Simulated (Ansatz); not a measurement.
CH9NSi3 (SMILES N[SiH]1C[SiH2][SiH2]1)

Input file:

```
crystal:
  periodic: [false, false, false]
  atoms:
    - { symbol: "N", position_ang: [-0.8622, 2.1085, 0.542] }
    - { symbol: Si, position_ang: [-0.6706, 0.479, 0.5973] }
    - { symbol: C, position_ang: [-0.9031, -0.3523, -1.1017] }
    - { symbol: Si, position_ang: [0.4743, -1.7048, -0.6724] }
    - { symbol: Si, position_ang: [1.5111, -0.2378, 0.6475] }
    - { symbol: H, position_ang: [-0.7231, 2.6101, 1.4269] }
    - { symbol: H, position_ang: [-0.2701, 2.6048, -0.1423] }
    - { symbol: H, position_ang: [-1.4735, -0.0785, 1.6594] }
    - { symbol: H, position_ang: [-1.8709, -0.7184, -1.2448] }
    - { symbol: H, position_ang: [-0.5514, 0.2713, -1.9057] }
    - { symbol: H, position_ang: [-0.2129, -2.8417, 0.113] }
    - { symbol: H, position_ang: [1.19, -2.1681, -1.8362] }
    - { symbol: H, position_ang: [1.9314, -0.7046, 1.9728] }
    - { symbol: H, position_ang: [2.4181, 0.7031, -0.027] }
basis:
  gaussian:
    orbitals: cc-pVDZ
hamiltonian:
  xc:
    name: wB97X-V
output:
  orbitals: {}
```

Run with:

```sh
python
```

Theory: SCF wB97X-V, Gaussian basis (Ansatz 0.2.0).

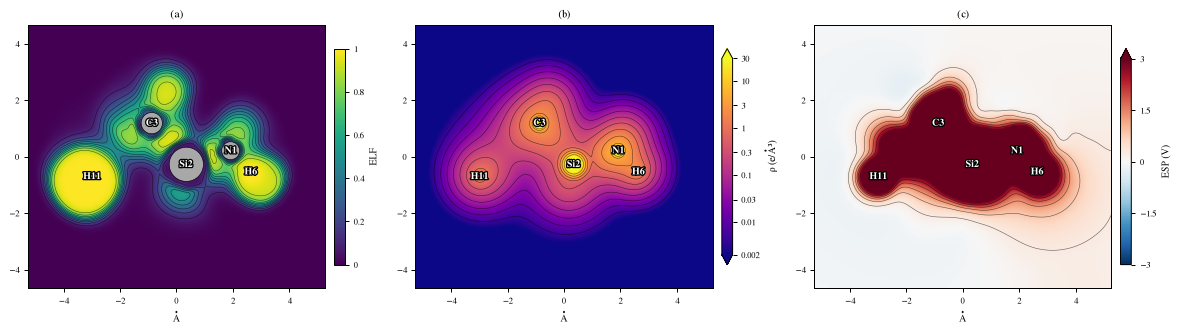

Figure 1. (a) electron localisation function; (b) electron density; (c) electrostatic potential on the plane of atoms N1, Si2 and C3. Grey discs cover the atomic cores in the ELF map.

What does the map show?

Answer. Atoms in the plane: N, Si, C and H.
Si–N (1.64 Å): the density is about 1.2 e/Å³ at the midpoint; the ELF peaks at about 0.90 between the atoms; a short, strongly polar bond.
C–Si (1.91 Å): ρ is about 0.89 e/Å³ halfway; the ELF peaks at about 0.95 between the atoms, as expected for a shared electron pair.
N–H (1.03 Å): ρ is about 2.7 e/Å³ halfway; the ELF climbs to about 1 towards the hydrogen, as it does in any bond to H: an ordinary covalent bond to hydrogen.
The potential has no marked negative region in this plane.

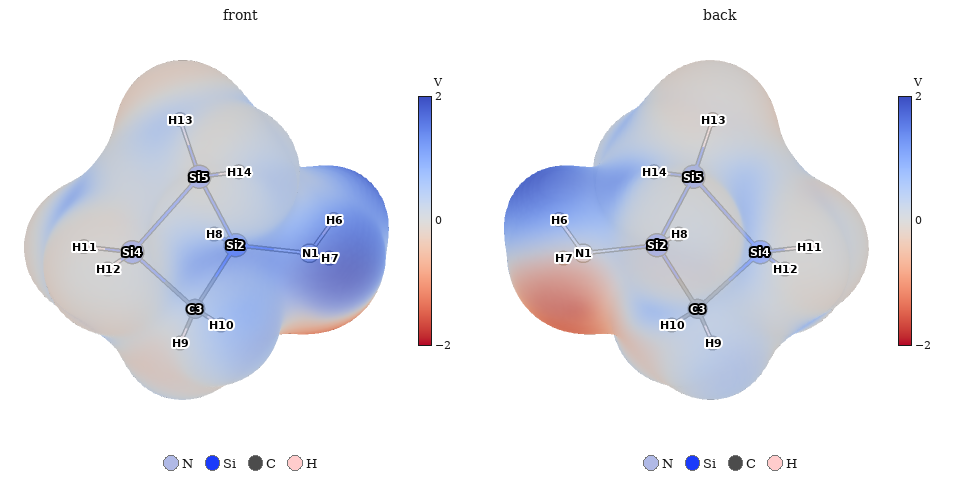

Figure 2. The electrostatic potential painted on the density surface at 0.002 e/bohr³, seen from the front and from behind; red is negative and blue positive.

Which sites attract a positive test charge, and which a negative one?

Answer. A positive charge is drawn to the negative regions and a negative charge to the positive ones. The most negative region (about −1.4 V) lies over N1, the most positive (about +1.7 V) over H6 and H7. N1 is the likeliest acceptor of a hydrogen bond.

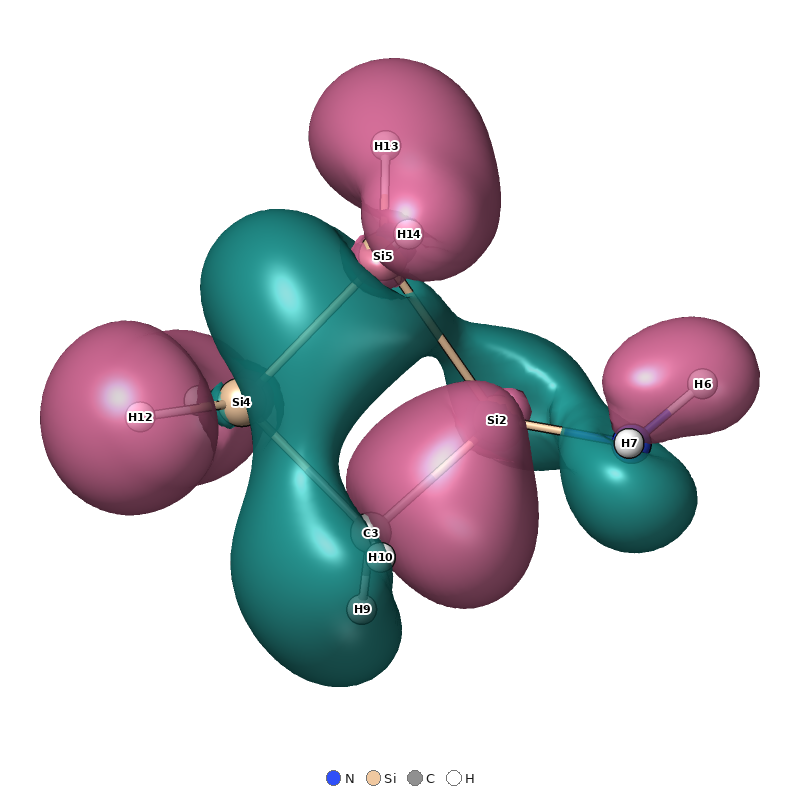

Figure 3. The HOMO−1 at ±0.06 Å⁻³ᐟ² (teal and pink are the two phases), seen at an oblique angle.

Where does this orbital lie, and at what energy?

Answer. It lies mainly on C3 (about 25 %), Si4 (about 20 %), Si5 (about 15 %), Si2 (about 15 %) and H12 (about 5 %). Its energy is −10.13 eV.
